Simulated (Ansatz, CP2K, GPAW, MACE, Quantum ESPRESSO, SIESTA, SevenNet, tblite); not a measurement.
# Which run comes nearest? Twisted graphene double bilayer, 27.80° (104 atoms)

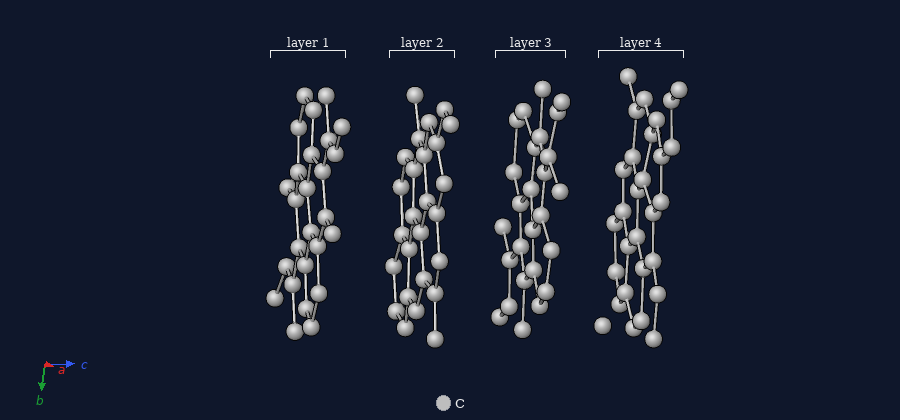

The cell (carbon light grey). Bonds to atoms that aren't drawn are left out. Some periodic images of atoms are drawn too.

The cell holds 104 atoms: 104 C. Cell: a = 8.870 Å, b = 8.870 Å, c = 24.180 Å, α = 90.0°, β = 90.0°, γ = 120.0°. It derives from C (graphene). Graphene (a = 2.46 Å) under graphene (a = 2.46 Å), double bilayer, commensurate cell of 13 unit cells a layer, twist 27.80 deg; facing planes 3.33, 3.52, 3.33 Å apart as built; 14 Å of vacuum; minimised with a classical potential. Then every atom was moved at random, 0.05 Å r.m.s. a Cartesian component. Regions: layer 1, 26 atoms (26 C); layer 2, 26 atoms (26 C); layer 3, 26 atoms (26 C); layer 4, 26 atoms (26 C). Vacuum lies along c.

Geometry: as built.

The reference, a calculation:

| Quantity | Value |
| --- | --- |
| method | Kohn-Sham DFT, PBE, SSSP efficiency 1.3.0 pseudopotentials, plane waves (Quantum ESPRESSO 7.5); sssp-pbe-1.3.0-efficiency, cutoffs 45/360 Ry, Γ point |
| r.m.s. force component | 2.969 eV/Å |
| longest force | 12.73 eV/Å |
| time | 3.6 min on 4 MPI ranks of Arm Neoverse V2, shared host |
| CPU time | 14 min |

Runs, in no order:
A. GPAW LDA, LCAO dzp, h 0.2 Å: Kohn-Sham DFT, LDA, PAW, atomic orbitals (dzp)
B. SIESTA PBE, DZP, shift 0.01 Ry, mesh 300 Ry: Kohn-Sham DFT, PBE, PseudoDojo 0.4.1 norm-conserving pseudopotentials (converted to PSML), numerical atomic orbitals (DZP), diagonalisation
C. CP2K PBE, DZVP-MOLOPT-SR, 450/50 Ry, diagonalisation: Kohn-Sham DFT, PBE, GTH-PBE pseudopotentials, Gaussian and plane waves, DZVP-MOLOPT-SR-GTH, diagonalisation
D. MACE MP-0b3 medium potential: machine-learned interatomic potential MACE MP-0b3 medium, trained on PBE(+U) plane-wave data

Q: Order them from the smallest to the largest r.m.s. force difference.

C, A, D, B.

| run | Δ force, r.m.s. (meV/Å) | share of r.m.s. force (%) | CPU time |
| --- | --- | --- | --- |
| C. CP2K PBE, DZVP-MOLOPT-SR, 450/50 Ry, diagonalisation | 46.5 | 1.57 | 8.6 min |
| A. GPAW LDA, LCAO dzp, h 0.2 Å | 167 | 5.64 | 91 s |
| D. MACE MP-0b3 medium potential | 251 | 8.47 | 8 s |
| B. SIESTA PBE, DZP, shift 0.01 Ry, mesh 300 Ry | 352 | 11.9 | 3.8 min |

Machine-learned potentials mimic data converged in k, so the reference's own k-point error enters their differences. The electronic-structure runs sample only Γ, in a cell whose shortest periodic width is 8 Å.

[Hosts, paths, dates, database ids (printed as entryN), source tags and the programs' standing remarks are cut or masked in the printed files.]
